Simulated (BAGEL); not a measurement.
# InPH6 (SMILES [PH3+][InH3-]), step by step

Aim: a single-point energy (HF/x2c-SVPall), then the energy (NEVPT2(2,2)/x2c-SVPall) of InPH6. 

Program for the calculation: BAGEL 1.2.2.

1 further run of the same task is left out (set aside as unsound or not needed).

## 1. The system as given

InPH6 has 8 atoms, charge 0, and is taken as a singlet. As SMILES, `[PH3+][InH3-]`. The In2–H7 distance was set to 3.289 Å, away from the relaxed value. At this shape a bond of the SMILES string is far longer than usual.

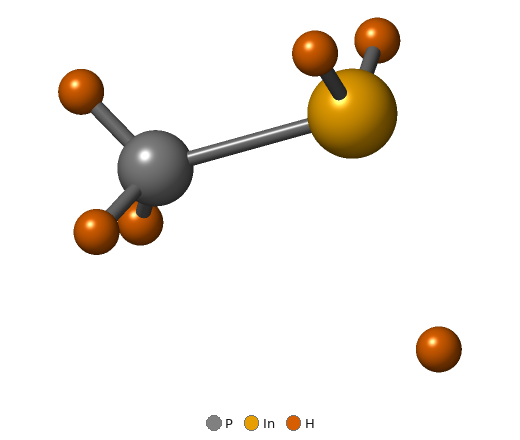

Viewed from a chosen angle; phosphorus grey, indium amber, hydrogen orange.

## 2. A single-point energy at HF/x2c-SVPall (DKH2, density fitting with AutoAux) (run 1)

File job.json:

```json
{ "bagel": [

{
  "title": "molecule",
  "basis": "x2c-svpall.json",
  "df_basis": "x2c-svpall-autoaux.json",
  "dkh": true,
  "geometry": [
    { "atom": "P", "xyz": [    -3.76426263,    -0.29089688,    -0.70884194 ] },
    { "atom": "In", "xyz": [    -1.08973325,    -0.59797738,     3.80646966 ] },
    { "atom": "H", "xyz": [    -6.41781605,    -0.55508059,    -0.69977125 ] },
    { "atom": "H", "xyz": [    -3.24572178,    -2.02623238,    -2.66565334 ] },
    { "atom": "H", "xyz": [    -3.63859584,     1.93501152,    -2.17186790 ] },
    { "atom": "H", "xyz": [    -2.59905750,     1.93557844,     5.22206350 ] },
    { "atom": "H", "xyz": [     4.49017824,     0.26588447,     1.20734602 ] },
    { "atom": "H", "xyz": [    -2.06218631,    -3.63835774,     4.52267586 ] }
  ]
},

{
  "title": "hf"
},

{
  "title": "print",
  "file": "orbitals.molden",
  "orbitals": true
}

]}
```

The basis set x2c-SVPall is read from a file made from the Basis Set Exchange's data (not shown).

Run with:

```
BAGEL_NUM_THREADS=1 BAGEL job.json > job.out
```

What it wrote:

```text
* using 1 threads per process

  ===============================================================
  ===============================================================

  *** Geometry ***

  { "atom" : "P", "xyz" : [     -3.764263,     -0.290897,     -0.708842 ] },
  { "atom" : "In", "xyz" : [     -1.089733,     -0.597977,      3.806470 ] },
  { "atom" : "H", "xyz" : [     -6.417816,     -0.555081,     -0.699771 ] },
  { "atom" : "H", "xyz" : [     -3.245722,     -2.026232,     -2.665653 ] },
  { "atom" : "H", "xyz" : [     -3.638596,      1.935012,     -2.171868 ] },
  { "atom" : "H", "xyz" : [     -2.599057,      1.935578,      5.222063 ] },
  { "atom" : "H", "xyz" : [      4.490178,      0.265884,      1.207346 ] },
  { "atom" : "H", "xyz" : [     -2.062186,     -3.638358,      4.522676 ] },

  Number of auxiliary basis functions:      647

  Since a DF basis is specified, we compute 2- and 3-index integrals:
    o Being stored without compression. Storage requirement is 0.037 GB

  Number of basis functions:       84
  Number of electrons      :       70

    * METHOD: MOLECULE                             0.40

  *** RHF ***

  === Nuclear Repulsion ===
   224.2729911269

      * DIIS with orbital gradients will be used.

  === RHF iteration (x2c-svpall.json) ===
      0      -6220.85355375          0.00696734           0.15
      1      -6220.91073850          0.00201057           0.14
      2      -6220.91477211          0.00065969           0.14
      3      -6220.91520183          0.00009964           0.14
      4      -6220.91521432          0.00002252           0.14
      5      -6220.91521506          0.00000407           0.14
      6      -6220.91521508          0.00000082           0.14
      7      -6220.91521508          0.00000020           0.15
      8      -6220.91521508          0.00000005           0.14
      9      -6220.91521508          0.00000002           0.14
     10      -6220.91521508          0.00000000           0.14
    * SCF iteration converged.

    * Permanent dipole moment:
           (    2.560889,     0.155412,     0.734619) a.u.

    * METHOD: HF                                   2.04

    * METHOD: PRINT                                0.02

  ===============================================================
```

It took 2.6 s on 1 thread of Arm Neoverse V1, shared host; peak memory 0.17 GiB.

## 3. The energy at NEVPT2(2,2)/x2c-SVPall (DKH2, density fitting with AutoAux) (run 2)

File nevpt2.json:

```json
{ "bagel" : [

{
  "title" : "molecule",
  "basis" : "x2c-svpall.json",
  "df_basis" : "x2c-svpall-autoaux.json",
  "angstrom" : false,
  "dkh" : true,
  "geometry" : [
    { "atom" : "P", "xyz" : [ -3.76426263, -0.29089688, -0.70884194 ] },
    { "atom" : "In", "xyz" : [ -1.08973325, -0.59797738,  3.80646966 ] },
    { "atom" : "H", "xyz" : [ -6.41781605, -0.55508059, -0.69977125 ] },
    { "atom" : "H", "xyz" : [ -3.24572178, -2.02623238, -2.66565334 ] },
    { "atom" : "H", "xyz" : [ -3.63859584,  1.93501152, -2.17186790 ] },
    { "atom" : "H", "xyz" : [ -2.59905750,  1.93557844,  5.22206350 ] },
    { "atom" : "H", "xyz" : [  4.49017824,  0.26588447,  1.20734602 ] },
    { "atom" : "H", "xyz" : [ -2.06218631, -3.63835774,  4.52267586 ] }
  ]
},
{ "title" : "hf", "charge" : 0 },
{
  "title" : "nevpt2",
  "nstate" : 1,
  "nact" : 2,
  "nclosed" : 34,
  "charge" : 0,
  "active" : [35, 36],
  "maxiter" : 200,
  "natocc" : true,
  "ncore" : 23
},
{ "title" : "print", "file" : "orbitals.molden", "orbitals" : true }

]}
```

The basis set x2c-SVPall is read from a file made from the Basis Set Exchange's data (not shown).

Run with:

```
BAGEL_NUM_THREADS=1 BAGEL nevpt2.json > nevpt2.out
```

What it wrote:

```text
* using 1 threads per process

  ===============================================================
  ===============================================================

  *** Geometry ***

  { "atom" : "P", "xyz" : [     -3.764263,     -0.290897,     -0.708842 ] },
  { "atom" : "In", "xyz" : [     -1.089733,     -0.597977,      3.806470 ] },
  { "atom" : "H", "xyz" : [     -6.417816,     -0.555081,     -0.699771 ] },
[... 4 lines of this table left out ...]
  { "atom" : "H", "xyz" : [     -2.062186,     -3.638358,      4.522676 ] },

  Number of auxiliary basis functions:      647

  Since a DF basis is specified, we compute 2- and 3-index integrals:
    o Being stored without compression. Storage requirement is 0.037 GB

  Number of basis functions:       84
  Number of electrons      :       70

    * METHOD: MOLECULE                             0.39

  *** RHF ***

[... 11 lines left out ...]
    * SCF iteration converged.
[... 1 line left out ...]
    * Permanent dipole moment:
[... 22 lines left out ...]
      0  0     -6220.94314862     3.67e-03      0.03

      1  0     -6220.96643797     7.86e-04      0.61
[... 23 lines of this table left out ...]
     13  0     -6220.96757698     7.05e-09      0.50

    * Second-order optimization converged. *

     guess   0:   closed 1.                   open ..

  === FCI iteration ===

      0  0     -6220.90531403     7.01e-02      0.00
      1  0     -6220.96175544     2.01e-02      0.00
      2  0 *   -6220.96757698     2.45e-16      0.00

     * ci vector, state   0, <S^2> = 0.0000
       2.     0.9116839302
       .2    -0.4108922139

  === DF-NEVPT2 calculation ===

    * 3-index integral transformation done
    * assembly done

      NEVPT2 correlation energy:   -0.2394371382      0.12

          (+0)     -0.1980926579
          (+0)'    -0.0199010537
          (+1)     -0.0050379317
          (+1)'    -0.0025322303
          (+2)     -0.0001602012
          (-1)     -0.0111524135
          (-1)'    -0.0011058160
          (-2)     -0.0014548337

      NEVPT2 total energy:       -6221.2070141146

    * METHOD: NEVPT2                               8.67

    * METHOD: PRINT                                0.02

  ===============================================================
```

It took 11 s on 1 thread of Arm Neoverse V1, shared host; peak memory 0.18 GiB.

## 4. Results

| quantity | value |
| --- | --- |
| run 1, HF/x2c-SVPall: total energy | -6220.91522 Eh |
| run 1, HF/x2c-SVPall: dipole moment | 6.78 D |
| run 1, HF/x2c-SVPall: HOMO energy | -7.14 eV |
| run 1, HF/x2c-SVPall: LUMO energy | 0.41 eV |
| run 1, HF/x2c-SVPall: HOMO–LUMO gap | 7.54 eV |
| run 2, NEVPT2(2,2)/x2c-SVPall: total energy | -6221.20701 Eh |

One bond (run 1, HF/x2c-SVPall) is far stretched, which a spin-restricted single reference describes badly; a broken-symmetry solution may lie lower.
